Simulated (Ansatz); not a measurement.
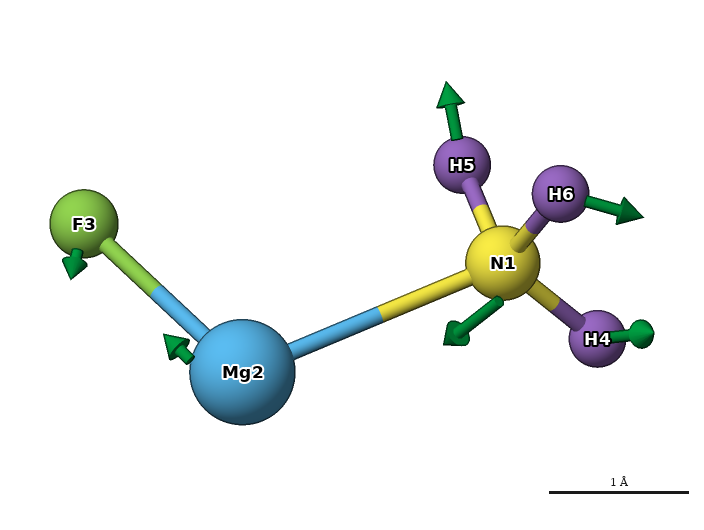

Arrows show the forces on the atoms, 1 Å of arrow for 1 eV/Å; forces under a tenth of the largest aren't drawn. Charge +1, singlet. Level of theory: PBE-D4/def2-TZVPP (Ansatz 0.2.0).

On which atom is the force largest, and how large is it?

Answer. On N1: 0.67 eV/Å.

Which bond do the forces act along most?

Answer. N1–H6, now 1.022 Å: the forces push its atoms apart, so a first step downhill lengthens it.

List the force components in the frame of the picture (x right, y up, z towards the viewer), in eV/Å.

```tsv
atom	Fx	Fy	Fz
N1	−0.41	−0.32	−0.43
Mg2	−0.20	0.19	−0.09
F3	−0.05	−0.21	0.11
H4	0.32	0.03	0.51
H5	−0.08	0.43	−0.05
H6	0.43	−0.12	−0.06
```
